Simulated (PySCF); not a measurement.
# CH5GaO (SMILES C[O][GaH2]): BLYP/cc-pVDZ

Aim: the energy change on altering one bond length of CH5GaO at BLYP/cc-pVDZ, from 2 runs. 

The calculation is run with PySCF 2.14.0.

3 further runs of the same task are left out: 3 set aside as unsound or not needed.

### 1 Starting point

CH5GaO: 8 atoms, total charge 0, spin state singlet. SMILES: `C[O][GaH2]`. The coordinates come from a PBE0-D4/def2-TZVP relaxation.

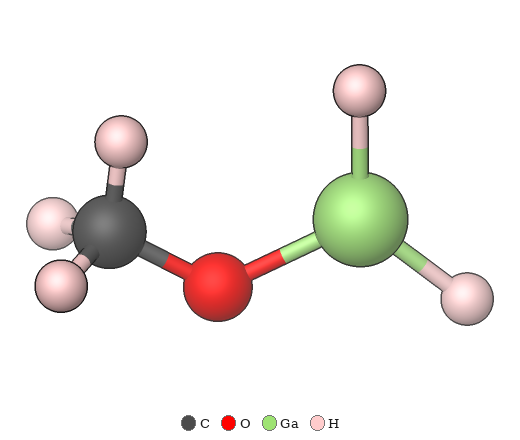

The structure, seen from a chosen angle (carbon dark grey, oxygen red, gallium green, hydrogen pink).

### 2 The energy at BLYP/cc-pVDZ

The input, input.py:

```python
from pyscf import gto, dft

mol = gto.Mole()
mol.atom = [
    ('C', (-0.616800, 0.972600, -0.422900)),
    ('O', (-0.705300, -0.273500, 0.213500)),
    ('Ga', (0.703200, -1.302000, 0.579300)),
    ('H', (-1.200200, 0.962000, -1.350600)),
    ('H', (0.414200, 1.256200, -0.676600)),
    ('H', (-1.030600, 1.754200, 0.224300)),
    ('H', (2.093900, -0.732800, 0.142900)),
    ('H', (0.341700, -2.636700, 1.290100)),
]
mol.basis = 'cc-pvdz'
mol.verbose = 3
mol.charge = 0
mol.max_memory = 1860
mol.build()

mf = dft.RKS(mol)
mf.xc = 'blyp'
mf.conv_tol = 1e-10
mf.grids.level = 5
mf.kernel()
if not mf.converged:
    mf = mf.newton().run(mf.mo_coeff, mf.mo_occ)

etot = mf.e_tot
print('E = %.10f Eh' % etot)
```

Started as:

```bash
OMP_NUM_THREADS=1 python input.py
```

Log:

```text
converged SCF energy = -2041.17579738267
E = -2041.1757973827 Eh
```

Wall time 13 s (1 thread of Intel Xeon Platinum 8375C at 2.90GHz (Ice Lake), shared host); peak memory 0.41 GiB.

### 3 The distorted shape, same level

The input, mol.xyz:

```xyz
8
CH5GaO
C     -0.441795     0.975780    -0.144614
O     -0.530295    -0.270320     0.491786
Ga     0.878205    -1.298820     0.857586
H     -1.200200     0.962000    -1.350600
H      0.589205     1.259380    -0.398314
H     -0.855595     1.757380     0.502586
H      2.268905    -0.729620     0.421186
H      0.516705    -2.633520     1.568386
```

The input, input.py:

```python
from pyscf import gto, dft

mol = gto.Mole()
mol.atom = 'mol.xyz'
mol.verbose = 4
mol.max_memory = 1860
mol.basis = 'cc-pvdz'
mol.charge = 0
mol.build()

ks = dft.RKS(mol)
ks.xc = 'blyp'
ks.grids.level = 5
ks.conv_tol = 1e-10
ks.kernel()
if not ks.converged:
    ks = ks.newton().run(ks.mo_coeff, ks.mo_occ)

energy = ks.e_tot
print('Final energy', energy)
```

Started as:

```bash
OMP_NUM_THREADS=1 python input.py
```

Log:

```text
PySCF version 2.14.0

[INPUT] num. atoms = 8
[INPUT] num. electrons = 50
[INPUT] charge = 0
[INPUT] spin (= nelec alpha-beta = 2S) = 0
[INPUT] symmetry False subgroup None
[INPUT] Mole.unit = angstrom
[INPUT] Symbol           X                Y                Z      unit          X                Y                Z       unit  Magmom
[INPUT]  1 C     -0.441795000000   0.975780000000  -0.144614000000 AA   -0.834871553202   1.843956957828  -0.273280853778 Bohr   0.0
[INPUT]  2 O     -0.530295000000  -0.270320000000   0.491786000000 AA   -1.002112315226  -0.510830765992   0.929340851895 Bohr   0.0
[INPUT]  3 Ga     0.878205000000  -1.298820000000   0.857586000000 AA    1.659566931224  -2.454414085108   1.620602668261 Bohr   0.0
[INPUT]  4 H     -1.200200000000   0.962000000000  -1.350600000000 AA   -2.268049294703   1.817916531832  -2.552264103838 Bohr   0.0
[INPUT]  5 H      0.589205000000   1.259380000000  -0.398314000000 AA    1.113436081224   2.379883286755  -0.752704371580 Bohr   0.0
[INPUT]  6 H     -0.855595000000   1.757380000000   0.502586000000 AA   -1.616840223547   3.320966896788   0.949749894041 Bohr   0.0
[INPUT]  7 H      2.268905000000  -0.729620000000   0.421186000000 AA    4.287609052656  -1.378781975005   0.795926187501 Bohr   0.0
[INPUT]  8 H      0.516705000000  -2.633520000000   1.568386000000 AA    0.976430937193  -4.976631543565   2.963819997602 Bohr   0.0

nuclear repulsion = 182.952492273601
number of shells = 31
number of NR pGTOs = 164
number of NR cGTOs = 80
basis = cc-pvdz
ecp = {}

******** <class 'pyscf.dft.rks.RKS'> ********
method = RKS
initial guess = minao
damping factor = 0
level_shift factor = 0
DIIS = <class 'pyscf.scf.diis.CDIIS'>
diis_start_cycle = 1
diis_space = 8
diis_damp = 0
SCF conv_tol = 1e-10
SCF conv_tol_grad = None
SCF max_cycles = 50
direct_scf = True
direct_scf_tol = 1e-13
XC library pyscf.dft.libxc version 7.0.0
    S. Lehtola, C. Steigemann, M. J.T. Oliveira, and M. A.L. Marques.,  SoftwareX 7, 1–5 (2018)
XC functionals = blyp
    A. D. Becke.,  Phys. Rev. A 38, 3098 (1988)
    C. Lee, W. Yang, and R. G. Parr.,  Phys. Rev. B 37, 785 (1988)
    B. Miehlich, A. Savin, H. Stoll, and H. Preuss.,  Chem. Phys. Lett. 157, 200 (1989)
radial grids:
    Treutler-Ahlrichs [JCP 102, 346 (1995); DOI:10.1063/1.469408] (M4) radial grids

becke partition: Becke, JCP 88, 2547 (1988); DOI:10.1063/1.454033
pruning grids: <function nwchem_prune>
grids dens level: 5
symmetrized grids: False
atomic radii adjust function: <function treutler_atomic_radii_adjust>
small_rho_cutoff = 0
Set gradient conv threshold to 1e-05
Initial guess from minao.
tot grids = 248936
init E= -2040.65553752605
  HOMO = -0.307530856894656  LUMO = -0.0826985051271008  gap/eV = 6.11800
cycle= 1 E= -2040.98242169117  delta_E= -0.327  |g|= 0.883  |ddm|= 2.28
  HOMO = -0.0485957729100948  LUMO = 0.00509790866967696  gap/eV = 1.46108
cycle= 2 E= -2038.55899640175  delta_E= 2.42  |g|= 2.97  |ddm|= 3.52
  HOMO = -0.236386557187001  LUMO = -0.0614579333403342  gap/eV = 4.76005
cycle= 3 E= -2041.13028691856  delta_E= -2.57  |g|= 0.204  |ddm|= 3.24
  HOMO = -0.213565220985298  LUMO = -0.0673820409528165  gap/eV = 3.97785
cycle= 4 E= -2041.14338817878  delta_E= -0.0131  |g|= 0.106  |ddm|= 0.407
  HOMO = -0.223311892893862  LUMO = -0.0738826645780195  gap/eV = 4.06618
cycle= 5 E= -2041.14647622323  delta_E= -0.00309  |g|= 0.0242  |ddm|= 0.125
  HOMO = -0.223626340069046  LUMO = -0.0711005738008623  gap/eV = 4.15044
cycle= 6 E= -2041.14665220407  delta_E= -0.000176  |g|= 0.00821  |ddm|= 0.0319
  HOMO = -0.224184638439617  LUMO = -0.0711965310890252  gap/eV = 4.16302
cycle= 7 E= -2041.14667015597  delta_E= -1.8e-05  |g|= 0.0036  |ddm|= 0.00878
  HOMO = -0.224337458375313  LUMO = -0.0713385398383708  gap/eV = 4.16331
cycle= 8 E= -2041.1466728805  delta_E= -2.72e-06  |g|= 0.000582  |ddm|= 0.00271
  HOMO = -0.224402721400681  LUMO = -0.0713333403867686  gap/eV = 4.16523
cycle= 9 E= -2041.14667296897  delta_E= -8.85e-08  |g|= 0.000157  |ddm|= 0.00069
  HOMO = -0.224406738724863  LUMO = -0.0713352510869396  gap/eV = 4.16529
cycle= 10 E= -2041.14667297611  delta_E= -7.14e-09  |g|= 2.22e-05  |ddm|= 0.000167
  HOMO = -0.224406289250411  LUMO = -0.0713334874057874  gap/eV = 4.16532
cycle= 11 E= -2041.14667297629  delta_E= -1.86e-10  |g|= 4.83e-06  |ddm|= 3.18e-05
  HOMO = -0.224406714449921  LUMO = -0.0713335152529089  gap/eV = 4.16533
cycle= 12 E= -2041.1466729763  delta_E= -6.82e-12  |g|= 1.26e-06  |ddm|= 7.19e-06
  HOMO = -0.224407089310473  LUMO = -0.0713336687176014  gap/eV = 4.16534
Extra cycle  E= -2041.14667297629  delta_E= 1.14e-11  |g|= 2.87e-06  |ddm|= 4.73e-06
converged SCF energy = -2041.14667297629
Final energy -2041.1466729762903
```

Wall time 15 s (1 thread of Intel Xeon Platinum 8375C at 2.90GHz (Ice Lake), shared host); peak memory 0.41 GiB.

### 4 Results

At BLYP/cc-pVDZ:

```
                                                         quantity           value
                                        first shape: total energy  -2041.17580 Eh
                                       first shape: dipole moment          0.96 D
                                         first shape: HOMO energy        -6.16 eV
                                         first shape: LUMO energy        -1.82 eV
                                       first shape: HOMO–LUMO gap         4.34 eV
                                    distorted shape: total energy  -2041.14667 Eh
                                   distorted shape: dipole moment          1.15 D
                                     distorted shape: HOMO energy        -6.11 eV
                                     distorted shape: LUMO energy        -1.94 eV
                                   distorted shape: HOMO–LUMO gap         4.17 eV
energy change with the C1–H4 bond stretched from 1.096 to 1.425 Å        0.793 eV
```

What this shows: With the C1–H4 bond stretched from 1.096 to 1.425 Å the energy rises by 0.79 eV (76.5 kJ/mol). The first shape isn't relaxed at this level, so the change isn't measured from a minimum. Mulliken charges (first shape) run from -0.38 on O2 to +0.36 on Ga3; they depend strongly on the basis.
